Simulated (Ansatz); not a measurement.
**PdSb2 (space group Pa-3), frozen-phonon scan**

PdSb₂ (space group Pa-3)

```
PdSb2
1.0
    6.41610     0.00000     0.00000
    0.00000     6.41610     0.00000
    0.00000     0.00000     6.41610
Sb Pd
8 4
Direct
  0.37287   0.37287   0.37287
  0.62713   0.62713   0.62713
  0.12713   0.62713   0.87287
  0.87287   0.37287   0.12713
  0.87287   0.12713   0.62713
  0.12713   0.87287   0.37287
  0.62713   0.87287   0.12713
  0.37287   0.12713   0.87287
  0.00000   0.00000   0.00000
  0.50000   0.00000   0.50000
  0.50000   0.50000   0.00000
  0.00000   0.50000   0.50000
```

A phonon eigenvector at Γ is frozen into this cell: atom i moves by Q times the vector below, so Q is the largest atomic displacement, in Å. The cell is held. It is one choice among 3 degenerate patterns.

```csv
atom,x,y,z
Sb1,-0.578,0.477,-0.662
Sb2,0.578,-0.477,0.662
Sb3,0.578,-0.477,-0.662
Sb4,-0.578,0.477,0.662
Sb5,0.578,0.477,-0.662
Sb6,-0.578,-0.477,0.662
Sb7,-0.578,-0.477,-0.662
Sb8,0.578,0.477,0.662
```

Atoms not listed stay in place.

Calculation: LDA (plane waves to 420 eV, PAW, scalar-relativistic; Ansatz, a quantum-chemistry and plane-wave program). k mesh 6×6×6 (Γ-centred), Fermi-Dirac smearing 0.05 eV. The energy includes the smearing's −TS. With partly filled bands, energies and forces of such displacements shift with the k mesh and the smearing. PdSb2 is run without spin polarisation. PdSb2 was relaxed with its symmetry unable to fall. Spin-orbit coupling is left out, though Sb is heavy. The zero of ΔE is the undisplaced structure.

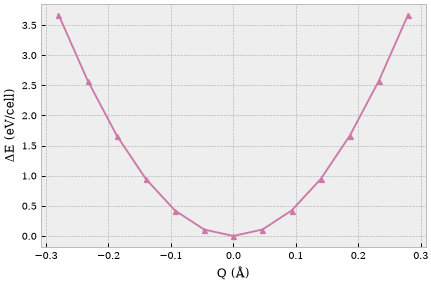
ΔE (eV/cell) against Q (Å); markers are the computed points, lines only join them.

The energy at Q = 0.280 Å is 3674 meV/cell. Wavenumber by perturbation theory (DFPT, on another k mesh): 165 cm⁻¹. Harmonic wavenumber from the curvature (finite differences): 165 cm⁻¹. Symmetry of the curve: even: the same for both signs. Shape of the curve: a single well with its minimum at or next to zero displacement.

E″ = 97.17 eV/Å², M = Σ mᵢ|uᵢ|² = 974.1 u, ν̃ = 521.5·√(|E″|/M).

(For displaced atoms, the force is minus the slope of the energy, and its curvature is a force constant, which sets phonon frequencies.)
